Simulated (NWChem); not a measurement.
**One shape, several levels: C3H5Cl (SMILES C/C=C/Cl)**

We compute a comparison of 6 runs (HF/STO-3G, HF/3-21G, B3LYP/6-31G*, M06-2X/cc-pVDZ, PBE0/cc-pVDZ) of C3H5Cl. 

The calculation is run with NWChem 7.3.0.

38 further runs of the same task are left out: 38 set aside as unsound or not needed.

## 1. Starting point

C3H5Cl has 9 atoms, charge 0, and is taken as a singlet. SMILES: `C/C=C/Cl`. The C2–C3 distance was set to 2.910 Å, away from the relaxed value. At this shape a bond of the SMILES string is far longer than usual.

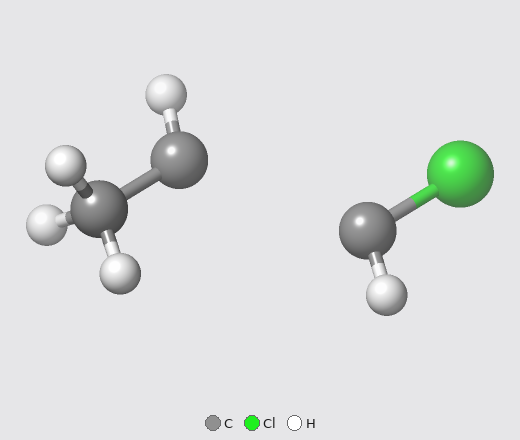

The structure, seen from a chosen angle (carbon grey, chlorine green, hydrogen white).

## 2. The energy at HF/STO-3G (run 1)

File work.nw:

```
start work
title "C3H5Cl"
memory stack 880 mb heap 220 mb global 1100 mb
charge 0
geometry noautosym nocenter noautoz
  C        0.595531       1.777162      -1.844744
  C        0.501061       0.300762      -1.674174
  C       -0.271700      -0.974230       0.824660
  Cl      -0.380880      -2.682470       1.023190
  H       -0.077979       2.122062      -2.635174
  H        0.341011       2.306452      -0.924854
  H        1.607301       2.071482      -2.139794
  H        0.734431      -0.324478      -2.531364
  H       -0.519780      -0.424080       1.724330
end
basis "ao basis" spherical bse
  C library STO-3G
  Cl library STO-3G
  H library STO-3G
end
scf
  thresh 1e-08
  maxiter 80
end
task scf
```

Run with:

```
$ nwchem work.nw > work.out
```

Log:

```text
[...]
  functions       =    29
[...]
  wavefunction    = RHF
[...]
         Total SCF energy =   -569.340557760811
      One-electron energy =  -1015.486917622595
      Two-electron energy =    329.939752371362
 Nuclear repulsion energy =    116.206607490422
        Time for solution =      0.7s
[...]
```

Wall time 1.3 s (1 thread of Intel Xeon 6975P-C (Granite Rapids), shared host); peak memory 0.096 GiB.

## 3. A single-point energy at HF/3-21G (run 2)

File calc.nw:

```
START calc
TITLE "C3H5Cl"
memory 2200 mb
GEOMETRY noautosym nocenter noautoz
 C        0.595531       1.777162      -1.844744
 C        0.501061       0.300762      -1.674174
 C       -0.271700      -0.974230       0.824660
 Cl      -0.380880      -2.682470       1.023190
 H       -0.077979       2.122062      -2.635174
 H        0.341011       2.306452      -0.924854
 H        1.607301       2.071482      -2.139794
 H        0.734431      -0.324478      -2.531364
 H       -0.519780      -0.424080       1.724330
END
BASIS "ao basis" spherical bse
 * library 3-21G
END
SCF
 thresh 1e-08
 maxiter 80
 noprint "final vectors analysis"
END
TASK scf energy
```

Run with:

```
$ nwchem calc.nw > calc.out
```

Log:

```text
[...]
  functions       =    50
[...]
  wavefunction    = RHF
[...]
         Total SCF energy =   -572.828078029796
      One-electron energy =  -1018.397451721086
      Two-electron energy =    329.362766200867
 Nuclear repulsion energy =    116.206607490422
        Time for solution =      1.2s
[...]
```

Run time: 1.9 s. Hardware: 1 thread of Intel Xeon 6975P-C (Granite Rapids), shared host; peak memory 0.096 GiB.

Runs 3 to 5 aren't shown in full; the table further down has their settings and results.

## 4. The energy at PBE0/cc-pVDZ (run 6)

File c3h5cl.nw:

```
start c3h5cl
memory 2200 mb
geometry units angstrom noautosym nocenter noautoz
C        0.595531       1.777162      -1.844744
C        0.501061       0.300762      -1.674174
C       -0.271700      -0.974230       0.824660
Cl      -0.380880      -2.682470       1.023190
H       -0.077979       2.122062      -2.635174
H        0.341011       2.306452      -0.924854
H        1.607301       2.071482      -2.139794
H        0.734431      -0.324478      -2.531364
H       -0.519780      -0.424080       1.724330
end
basis "ao basis" spherical bse
* library cc-pVDZ
end
dft
xc pbe0
grid xfine
convergence energy 1e-08
iterations 100
mulliken
end
task dft
```

Run with:

```
$ nwchem c3h5cl.nw > c3h5cl.out
```

Log:

```text
[...]
          Wavefunction type:  closed shell.
          No. of atoms     :     9
          No. of electrons :    40
[...]
          Charge           :     0
          Spin multiplicity:     1
[...]
          AO basis - number of functions:    85
[...]
              XC Information
              --------------
                         PBE0 Method XC Functional
                     Hartree-Fock (Exact) Exchange  0.250
          PerdewBurkeErnzerhof Exchange Functional  0.750
            Perdew 1991 LDA Correlation Functional  1.000 local
           PerdewBurkeErnz. Correlation Functional  1.000 non-local
[...]
 d= 0,ls=0.0,diis     1   -576.8473111126 -6.93D+02  9.57D-03  3.91D-01     3.3
[...]
 d= 0,ls=0.0,diis    10   -576.8990486887 -5.53D-10  5.57D-07  6.49D-10    28.2
         Total DFT energy =     -576.899048688723
      One electron energy =    -1022.267990836454
           Coulomb energy =      375.052816687969
    Exchange-Corr. energy =      -45.890482030661
 Nuclear repulsion energy =      116.206607490422
[...]
      Total Density - Mulliken Population Analysis
     ---------------------------------------------
    Atom       Charge   Shell Charges
 -----------   ------   -------------------------------------------------------
    1 C    6     6.12   2.01  0.66  0.40  2.12  0.89  0.05
    2 C    6     6.11   2.01  0.77  0.79  1.68  0.81  0.05
    3 C    6     6.09   2.01  0.84  0.86  1.57  0.75  0.06
    4 Cl  17    17.01   2.00  2.02  0.97  0.93  6.00  3.05  1.97  0.05
    5 H    1     0.94   0.72  0.18  0.03
    6 H    1     0.94   0.75  0.16  0.03
    7 H    1     0.94   0.72  0.18  0.03
    8 H    1     0.95   0.75  0.17  0.03
    9 H    1     0.92   0.75  0.14  0.03
[...]
```

Run time: 29 s. Hardware: 1 thread of Intel Xeon 6975P-C (Granite Rapids), shared host; peak memory 0.13 GiB.

## 5. Overview of the runs

```
run                               level  Cartesian functions  iteration cap  energy (Eh)  dipole moment (D)  wall time
  1                           HF/STO-3G                   no             80  -569.340558               2.04      1.3 s
  2                            HF/3-21G                   no             80  -572.828078               2.12      1.9 s
  3  B3LYP/6-31G* (Cartesian functions)                  yes            100  -577.191034                  –       17 s
  4  B3LYP/6-31G* (spherical functions)                   no            100  -577.184690                  –       17 s
  5                      M06-2X/cc-pVDZ                   no            100  -577.122895               1.43       37 s
  6                        PBE0/cc-pVDZ                   no            100  -576.899049               1.39       29 s
```

## 6. Results

| quantity | value |
| --- | --- |
| run 6: total energy | -576.89905 Eh |
| run 6: dipole moment | 1.39 D |
| run 6: HOMO energy | -4.37 eV |
| run 6: LUMO energy | -2.58 eV |
| run 6: HOMO–LUMO gap | 1.79 eV |

**Reading.** Over runs 1, 2, 5, 6 the dipole moment (its size) runs from 1.39 D (PBE0/cc-pVDZ) to 2.12 D (HF/3-21G). The two ends differ in method and basis. Over runs 1, 5, 6 the HOMO–LUMO gap runs from 1.79 eV (PBE0/cc-pVDZ) to 11.45 eV (HF/STO-3G). Totals of different functionals can't be ranked against each other. In run 1 the basis is minimal, so the values are rough. In runs 1, 2, 3, 4, 5, 6 a closed-shell determinant meets a far-stretched bond, which it describes badly. All runs together took 1.7 min, the longest 37 s.
